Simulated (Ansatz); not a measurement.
**MgTlF3 (model cell, started as cubic perovskite with Mg in the octahedra): phonons and vibrational spectra**

Aim: the phonons of MgTlF3 (model cell, started as cubic perovskite with Mg in the octahedra) at a cell relaxed beforehand at this level. After the zone centre comes a 4×4×4 q mesh on a 8×8×8 k mesh.

Method: DFT PBEsol, scalar-relativistic, plane waves, PAW; PAW set soft_1, in Ansatz 0.2.0.

The structure was built from a prototype and need not be the compound's stable phase.

## Step 1: Starting point

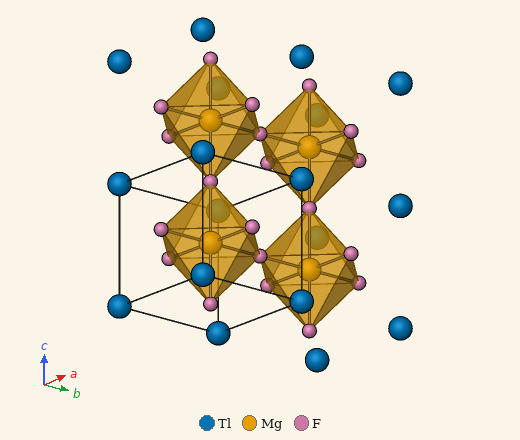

The starting structure, seen from a free direction (thallium blue, magnesium orange, fluorine pink). 1×2×2 cells are drawn. Some periodic images of atoms are drawn too.

## Step 2: Linear response at the zone centre

The cell comes from relaxations at this level that are not shown. The zone centre comes first: it holds the modes that light can see, as far as symmetry allows. The response to a homogeneous field gives the Born charges and the dielectric tensor.

input.yaml reads:

```yaml
crystal:
  lattice:
    - [4.0770543301, 0.0, 0.0]
    - [0.0, 4.0770543301, 0.0]
    - [0.0, 0.0, 4.0770543301]
  atoms:
    - { symbol: Tl, position: [0.0, 0.0, 0.0] }
    - { symbol: Mg, position: [0.5, 0.5, 0.5] }
    - { symbol: F, position: [0.5, 0.5, 0.0] }
    - { symbol: F, position: [0.5, 0.0, 0.5] }
    - { symbol: F, position: [0.0, 0.5, 0.5] }
kpoints:
  mp_grid: { grid: [8, 8, 8] }
hamiltonian:
  xc: pbesol
  pseudopotentials: { kind: paw, azcp: { folder: soft_1 }, xc_functional: pbe }
scf:
  occupations: { method: fixed }
output:
  eigenvalues: true
phonons:
  method: dfpt
  dielectric: true
  rigid_motions: translations
```

Launch:

```
> ansatz run input.yaml --threads 4 --pin off --max-ram 16384MiB --backend cpu --events-out ev --progress --plain --runs-dir out
```

Numbers of over 12 decimals in the logs are rounded to 6 here.

The log of the run:

```text
Engine: ansatz 0.2.0, aarch64-unknown-linux-gnu
Pseudopotentials: kind: paw
Pseudopotential: Tl, paw, valence charge 13, recommended cutoff 420 eV (normal), soft_1/Tl.paw.azcp
Pseudopotential: Mg, paw, valence charge 10, recommended cutoff 420 eV (normal), soft_1/Mg.paw.azcp
Pseudopotential: F, paw, valence charge 7, recommended cutoff 420 eV (normal), soft_1/F.paw.azcp
Functional definition: PBEsol
  exchange = pbesol_x
  correlation = pbesol_c
Crystal: 5 atoms, lattice volume = 67.770 Å³
Basis set: ecut = 420 eV, 1357 PW (Γ), exchange–correlation on 60×60×60 points (8 copies of the dense FFT grid, shifted against one another)
Bands: 27, of which v1, the nominal top of the filled ones, is band 22 counted from 1 (21 counted from 0)
Symmetry: 48 space group operations
k-points: 170 of 512 (irreducible under 2 space group operations, time reversal used)
Non-local potential: Tl, projectors of the file, l = 0: 2, l = 1: 2, l = 2: 2, l = 3: 1
Non-local potential: Mg, projectors of the file, l = 0: 3, l = 1: 2, l = 2: 1
Non-local potential: F, projectors of the file, l = 0: 2, l = 1: 2, l = 2: 1
PAW form: soft (Blöchl's): semilocal exchange-correlation on the pseudo side does not see the compensation charge
PAW frozen core: Tl, regenerated for the run's functional, and the local potential with it (the file was generated under x = pbe(κ = 0.804, μ = 0.219515), c = pbe(β = 0.066725))
PAW frozen core: Mg, regenerated for the run's functional, and the local potential with it (the file was generated under x = pbe(κ = 0.804, μ = 0.219515), c = pbe(β = 0.066725))
PAW frozen core: F, regenerated for the run's functional, and the local potential with it (the file was generated under x = pbe(κ = 0.804, μ = 0.219515), c = pbe(β = 0.066725))
PAW one-centre angular grid: Tl, 590 points (default); XC on 64 Gauss nodes
PAW one-centre angular grid: Mg, 110 points (default); XC on 64 Gauss nodes
PAW one-centre angular grid: F, 110 points (default); XC on 64 Gauss nodes
Initial density: superposition of atomic densities (chi_scale 0.1, normalization cell, long waves kept (reshape's long-wave potential 0.07 eV rms))
Initial wavefunctions: pseudopotential atomic-orbital guess
Functional: x = pbesol(κ = 0.804, μ = 0.123457), c = pbesol(β = 0.046)
SCF iter   1: F=—  HF=-15621.898878 eV  |F-HF|=—  |Δ(HF+E_count)|=         —  Δρ=1.73e-1  dr2=1.75e1  ethr=3.10e-3  ⟨swp⟩=4.1  Hψ=19004  notcnv=0  defer=334
preconditioner: auto → Resta (q_TF=auto, 2.539 Å⁻¹)  ε∞=4.0  [insulator: Δε(μ)=2.434 eV  Ē_g=15.737 eV  n_scr=18 (ndim 8)  ℏωp=27.1 eV  f_vac=0.000  ε∞_Penn≈4.0]
SCF iter   2: F=—  HF=-15617.137123 eV  |F-HF|=—  |Δ(HF+E_count)|=    4.76e0  Δρ=5.84e-2  dr2=1.59e0  ethr=3.10e-3  ⟨swp⟩=3.0  Hψ=10595  notcnv=0  defer=483
SCF iter   3: F=—  HF=-15616.792553 eV  |F-HF|=—  |Δ(HF+E_count)|=   3.45e-1  Δρ=2.21e-2  dr2=4.21e-1  ethr=3.10e-3  ⟨swp⟩=2.9  Hψ=9281  notcnv=0  defer=411
SCF iter   4: F=—  HF=-15616.686073 eV  |F-HF|=—  |Δ(HF+E_count)|=   1.06e-1  Δρ=5.96e-3  dr2=3.80e-2  ethr=9.57e-4  ⟨swp⟩=2.7  Hψ=8644  notcnv=0  defer=486
SCF iter   5: F=—  HF=-15616.675922 eV  |F-HF|=—  |Δ(HF+E_count)|=   1.02e-2  Δρ=1.05e-3  dr2=9.43e-4  ethr=8.63e-5  ⟨swp⟩=2.1  Hψ=7514  notcnv=0  defer=492
SCF iter   6: F=—  HF=-15616.676069 eV  |F-HF|=—  |Δ(HF+E_count)|=   1.47e-4  Δρ=1.92e-4  dr2=2.16e-5  ethr=2.14e-6  ⟨swp⟩=2.0  Hψ=6796  notcnv=0  defer=489
SCF iter   7: F=—  HF=-15616.676065 eV  |F-HF|=—  |Δ(HF+E_count)|=   3.59e-6  Δρ=3.30e-5  dr2=1.18e-6  ethr=4.91e-8  ⟨swp⟩=2.0  Hψ=8160  notcnv=0  defer=282
SCF iter   8: F=—  HF=-15616.676063 eV  |F-HF|=—  |Δ(HF+E_count)|=   1.78e-6  Δρ=1.36e-5  dr2=1.20e-7  ethr=2.69e-9  ⟨swp⟩=2.0  Hψ=8151  notcnv=0  defer=170
SCF iter   9: F=—  HF=-15616.676063 eV  |F-HF|=—  |Δ(HF+E_count)|=   1.20e-8  Δρ=3.45e-6  dr2=5.68e-9  ethr=2.74e-10  ⟨swp⟩=2.0  Hψ=8160  notcnv=0  defer=170
SCF iter  10: F=—  HF=-15616.676063 eV  |F-HF|=—  |Δ(HF+E_count)|=  7.28e-12  Δρ=8.47e-7  dr2=2.89e-10  ethr=1.29e-11  ⟨swp⟩=2.0  Hψ=7981  notcnv=0  defer=170
SCF iter  11: F=-15616.676063 eV  HF=-15616.676063 eV  |F-HF|=2.18e-11  |Δ(HF+E_count)|=  1.35e-10  Δρ=3.30e-7  dr2=5.15e-11  ethr=1.00e-12  ⟨swp⟩=12.3  Hψ=28742  notcnv=0
SCF 1 converged in 11 iterations: F = -15616.676063 eV  dr2 = 5.15e-11
  greatest PAW one-centre occupation: 1.000 electrons in one spin orbital (limit 2), on the Mg atom at site 1 (counted from 0), in its partial waves of l = 0
DFPT response loops at Γ: preconditioner auto → none (the input reference at scf.mixing.eps_inf says where Resta's filter doesn't serve); β = 0.50; Broyden in place of MSR1
── the response to a field inside a basis, on 8×8×8 k-points: an SCF that follows is theirs, and a resumed run solves both again ──
Bands: 23, of which v1, the nominal top of the filled ones, is band 22 counted from 1 (21 counted from 0)
k-points: 20 of 512
Initial density: handed on by an earlier stage of this run
Initial wavefunctions: pseudopotential atomic-orbital guess (no wavefunctions were taken with the density)
Eigensolver: Dense (20 Hₖ)
SCF iter   1: F=—  HF=-15616.663890 eV  |F-HF|=—  |Δ(HF+E_count)|=         —  Δρ=3.88e-4  dr2=2.02e-5  ethr=1.00e-1
preconditioner: auto → Resta (q_TF=auto, 2.539 Å⁻¹)  ε∞=5.3  [insulator: Δε(μ)=4.361 eV  Ē_g=13.068 eV  n_scr=18 (ndim 8)  ℏωp=27.1 eV  f_vac=0.001  ε∞_Penn≈5.3]
SCF iter   2: F=—  HF=-15616.663885 eV  |F-HF|=—  |Δ(HF+E_count)|=   5.30e-6  Δρ=1.37e-4  dr2=4.80e-6  ethr=4.58e-8
SCF iter   3: F=—  HF=-15616.663885 eV  |F-HF|=—  |Δ(HF+E_count)|=   4.26e-7  Δρ=7.04e-5  dr2=9.81e-7  ethr=1.09e-8
SCF iter   4: F=-15616.663884 eV  HF=-15616.663884 eV  |F-HF|=3.45e-9  |Δ(HF+E_count)|=   1.38e-7  Δρ=3.89e-6  dr2=4.18e-9  ethr=2.23e-9
SCF 1 converged in 4 iterations: F = -15616.663884 eV  dr2 = 4.18e-9
DFPT response loops at Γ: mixed as the last ones told, above
SCF converged after 11 iterations
Free energy (F): -15616.676063 eV
Harris-Foulkes:  -15616.676063 eV  (|F-HF|=2.18e-11)
Internal energy: -15616.676063 eV  (E = F + TS)
E sigma→0 (E₀):  -15616.676063 eV
Fermi energy:    5.803880 eV
--- Per-component energies (eV) ---
  E_band       = -398.231564
  E_kinetic    = 930.599114
  E_local      = -3996.600638  (includes V_loc(G=0)·N_el)
  E_nonlocal   = 775.767505
  E_hartree    = 1422.534131
  E_xc         = -441.635870
  E_vxc        = -455.060852  (∫ρ·V_xc dr)
  E_paw        = -10919.741603  (= ΣΔE_a)
  E_vpaw       = -498.007053  (= ΣTr[D̂ρ^β])
  E_aug_tail   = 0.001876  (compensation charges beyond the density's cutoff)
  E_ewald      = -3387.825101
  E_core_change = 0.224523  (= ΣΔE_core)
  E_smearing   = -0.000000  (= −TS)
  E_closure    = -0.000000  (closes the sum)
  Σ components = -15616.676063   (vs F -15616.676063, Δ=0.00e0)
--- Band table (eV; the first three rows and the last of 170) ---
  k-point 0: bands = [... 18 lower, 3.3437, 3.4583, 3.4583, 3.4583, 14.1641, 14.5139, 14.5139, 14.5139, ... 1 higher]
  k-point 1: bands = [... 18 lower, 3.3464, 3.4500, 3.4500, 3.8864, 13.1719, 14.4194, 14.4194, 14.8487, ... 1 higher]
  k-point 2: bands = [... 18 lower, 3.3523, 3.4883, 3.4883, 4.6522, 11.6796, 14.1999, 14.1999, 15.4059, ... 1 higher]
  k-point 169: bands = [... 18 lower, 3.9327, 3.9327, 3.9327, 4.0498, 12.8518, 12.8518, 12.8518, 16.1535, ... 1 higher]
--- Phonons (Γ-DFPT): 4 representative perturbations + reference, on 170 of 512 k-points (Σ response iterations 12) ---
  k mesh reduced under 2 symmetry operations, with k and −k counted as one. Each operation leaves every solved perturbation unchanged. A smaller set is not considered because the run solves the response to a homogeneous field
  ASR residual: 2.886e-4 → 0.000e0 eV/Å²; symmetrization residual: 2.884e-6 eV/Å²
  ASR residual per site (eV/Å²): 4.33e-5 2.89e-4 2.30e-4 2.30e-4 2.30e-4
  Γ frequencies (cm⁻¹): 0.00 0.00 0.00 92.04 92.04 92.04 187.33 187.33 187.33 242.43 242.43 242.43 390.15 390.15 390.15
  ε∞ (high-frequency dielectric tensor):
        3.267375     0.000000     0.000000
        0.000000     3.267375     0.000000
        0.000000     0.000000     3.267375
  ε⁰ (static dielectric tensor: ions relaxed, cell fixed):
       16.135350    -0.000000    -0.000000
       -0.000000    16.135350    -0.000000
       -0.000000    -0.000000    16.135350
  ε⁰ − ε∞ (ionic part):
       12.867975    -0.000000    -0.000000
       -0.000000    12.867975    -0.000000
       -0.000000    -0.000000    12.867975
  softest optical mode at Γ: 92.04 cm⁻¹; the repairs (sum rule, projections) moved no ω² at Γ by more than (1.98 cm⁻¹)²
  Born effective charges Z* (e; rows j = field, columns β = displacement):
    site 0:
         1.94295   -0.00000    0.00000
        -0.00000    1.94295   -0.00000
         0.00000    0.00000    1.94295
    site 1:
         2.18081   -0.00000    0.00000
        -0.00000    2.18081   -0.00000
        -0.00000    0.00000    2.18081
    site 2:
        -1.48780    0.00000    0.00000
         0.00000   -1.48780    0.00000
        -0.00000    0.00000   -1.14815
    site 3:
        -1.48780    0.00000    0.00000
         0.00000   -1.14815   -0.00000
        -0.00000    0.00000   -1.48780
    site 4:
        -1.14815   -0.00000    0.00000
        -0.00000   -1.48780   -0.00000
        -0.00000    0.00000   -1.48780
  Z* charge neutrality: 2.489e-3 e pre-enforcement
  solved inside a basis spanned on kpoints, on 8×8×8 k-points, its susceptibility summed on 12×12×12: ε∞ is read to err by 7.8e-3, Z* by 1.5e-2 e (field_mesh: kpoints solves on kpoints); Z* is corrected for what the basis lacks
  optical modes at Γ without the LO–TO term, one row a degenerate level:
      ω (cm⁻¹)  modes    IR ((D/Å)²/amu)
         92.04      3             7.1691
        187.33      3             0.0000
        242.43      3            18.4419
        390.15      3            10.1414
  optical modes at Γ + LO–TO along q̂ = [1.0000, 0.0000, 0.0000]:
      ω (cm⁻¹)  modes    IR ((D/Å)²/amu)
         92.04      2             4.7794
        130.83      1             0.3019
        187.33      3             0.0000
        242.43      2            12.2946
        318.30      1             2.1651
        390.15      2             6.7609
        464.56      1             9.4504
  optical modes at Γ + LO–TO along q̂ = [0.0000, 1.0000, 0.0000]:
      ω (cm⁻¹)  modes    IR ((D/Å)²/amu)
         92.04      2             4.7794
        130.83      1             0.3019
        187.33      3             0.0000
        242.43      2            12.2946
        318.30      1             2.1651
        390.15      2             6.7609
        464.56      1             9.4504
  optical modes at Γ + LO–TO along q̂ = [0.0000, 0.0000, 1.0000]:
      ω (cm⁻¹)  modes    IR ((D/Å)²/amu)
         92.04      2             4.7794
        130.83      1             0.3019
        187.33      3             0.0000
        242.43      2            12.2946
        318.30      1             2.1651
        390.15      2             6.7609
        464.56      1             9.4504
```

Run time: 52 s. Hardware: 4 threads of Arm Neoverse V2, shared host; peak memory 1.3 GiB.

The column dr2 measures how far the density is from self-consistency, as an energy; F and HF (Harris–Foulkes) agree once it is small.

This step gave:

- gap on the k-mesh: 4.061 eV
- volume per atom: 13.55 Å³
- sum-rule residual before enforcement: 2.89e-4 eV/Å²
- miss of the charge sum rule: 0.002489 e
- estimated error of the dielectric tensor: 0.007760
- estimated error of the Born charges: 0.01535 e
- point group: m-3m
- highest optical mode at the zone centre (no LO-TO term): 390.1 cm⁻¹
- lowest optical zone-centre mode: 92.04 cm⁻¹
- mean high-frequency dielectric constant: 3.267
- largest Born charge (third of the trace): 2.181 e
- mean static dielectric constant: 16.14
- top of the zone-centre spectrum with the field: 464.6 cm⁻¹

Without the LO-TO term. Patterns of degenerate modes are one choice out of their space. The modes at Γ (shares of kinetic energy by element, %):

| mode | frequency (cm⁻¹) | symmetry | Tl % | Mg % | F % |
| --- | --- | --- | --- | --- | --- |
| 1 | 0.0 | acoustic | 72 | 9 | 20 |
| 2 | 0.0 | acoustic | 72 | 9 | 20 |
| 3 | 0.0 | acoustic | 72 | 9 | 20 |
| 4 | 92.0 | T1u | 28 | 14 | 58 |
| 5 | 92.0 | T1u | 28 | 14 | 58 |
| 6 | 92.0 | T1u | 28 | 14 | 58 |
| 7 | 187.3 | T2u | 0 | 0 | 100 |
| 8 | 187.3 | T2u | 0 | 0 | 100 |
| 9 | 187.3 | T2u | 0 | 0 | 100 |
| 10 | 242.4 | T1u | 0 | 47 | 53 |
| 11 | 242.4 | T1u | 0 | 47 | 53 |
| 12 | 242.4 | T1u | 0 | 47 | 53 |
| 13 | 390.1 | T1u | 0 | 31 | 69 |
| 14 | 390.1 | T1u | 0 | 31 | 69 |
| 15 | 390.1 | T1u | 0 | 31 | 69 |

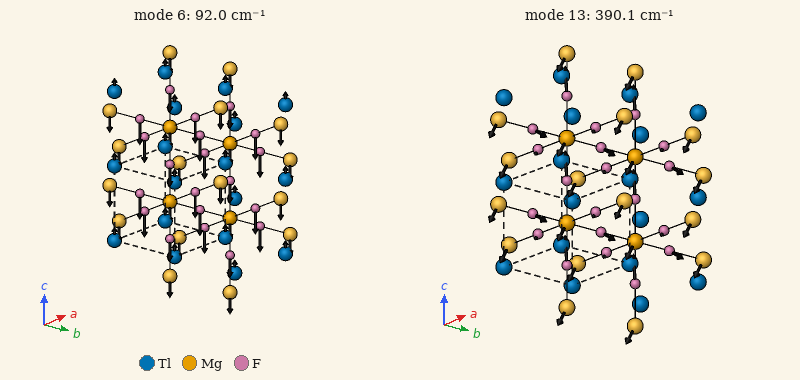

Displacement patterns of modes 6 and 13 at Γ; arrows are exaggerated. 1×2×2 cells are drawn. Some periodic images of atoms are drawn too.

Optical modes at the zone centre, without and with the macroscopic field of the longitudinal modes; each column is sorted by frequency, so a row need not hold one and the same mode. Modes with and without the field, by row:

| rank among optical modes | no field (cm⁻¹) | q along (1, 0, 0) (cm⁻¹) |
| --- | --- | --- |
| 1 | 92 | 92 |
| 2 | 92 | 92 |
| 3 | 92 | 130.8 |
| 4 | 187.3 | 187.3 |
| 5 | 187.3 | 187.3 |
| 6 | 187.3 | 187.3 |
| 7 | 242.4 | 242.4 |
| 8 | 242.4 | 242.4 |
| 9 | 242.4 | 318.3 |
| 10 | 390.1 | 390.1 |
| 11 | 390.1 | 390.1 |
| 12 | 390.1 | 464.6 |

Born charge (rows field, columns displacement) (e), principal values of the symmetric part by kind of site:

| atom | atoms with these values | low | middle | high | mean |
| --- | --- | --- | --- | --- | --- |
| Tl1 | 1 | 1.94 | 1.94 | 1.94 | 1.94 |
| Mg2 | 1 | 2.18 | 2.18 | 2.18 | 2.18 |
| F3 | 3 | -1.49 | -1.49 | -1.15 | -1.37 |

In full for Mg2:

```
2.18 0.00 0.00
0.00 2.18 0.00
0.00 0.00 2.18
```

High-frequency dielectric tensor:

```
3.27 0.00 0.00
0.00 3.27 0.00
0.00 0.00 3.27
```

Static dielectric tensor (ions relaxed, fixed cell):

```
16.14  0.00  0.00
 0.00 16.14  0.00
 0.00  0.00 16.14
```

Transverse modes. Lines of the infrared spectrum (strongest = 100):

| position (cm⁻¹) | label | relative intensity |
| --- | --- | --- |
| 92 | T1u | 39 |
| 187 | T2u | 0.0 |
| 242 | T1u | 100 |
| 390 | T1u | 55 |

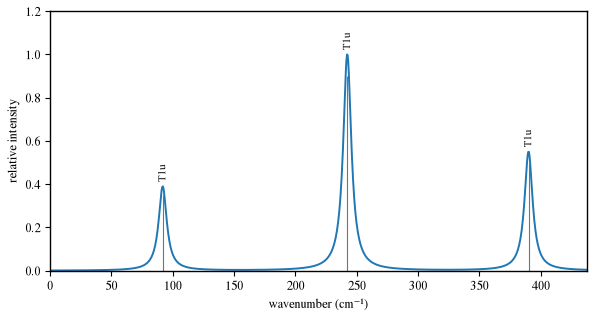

The infrared spectrum, broadened with Lorentzians of width 8 cm⁻¹; bars mark the lines.

Before it was imposed, the acoustic sum rule was missed by 2.9e-4 eV/Å² and the charge sum rule by 0.0025 e. Small misses are needed for a sound result but don't prove that mesh and cutoff are converged. The lowest optical mode is real, 92.0 cm⁻¹.

(Part 1 of 2 ends here.)

[Logs are printed without paths, hosts, clocks, repeated set-up lines and the standing remarks that a program may print on its own settings, such as how far it seeks lower states.]

[Hosts, paths, dates, database ids (printed as entryN), source tags and the programs' standing remarks are cut or masked in the printed files.]
